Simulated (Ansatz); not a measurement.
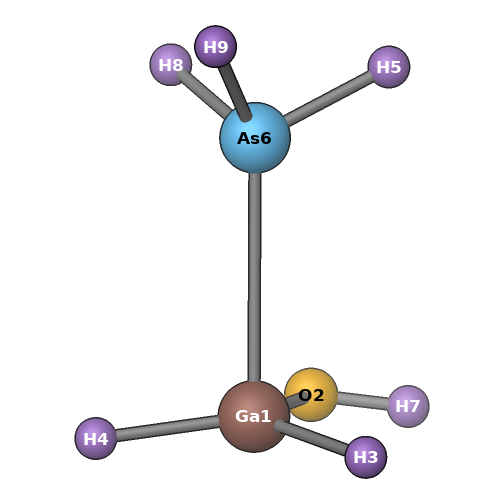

O2 lies behind Ga1. The molecule seen a little off the Ga1–O2 bond, Ga1 in front. Atoms fade into the background with distance from the viewer. Computed geometry: PBE0-D4/def2-TZVP optimisation.

Q: What is the torsion angle As6–Ga1–O2–H7? The sign is positive where the front bond must turn clockwise to cover the back bond.

A: 98°, about perpendicular.
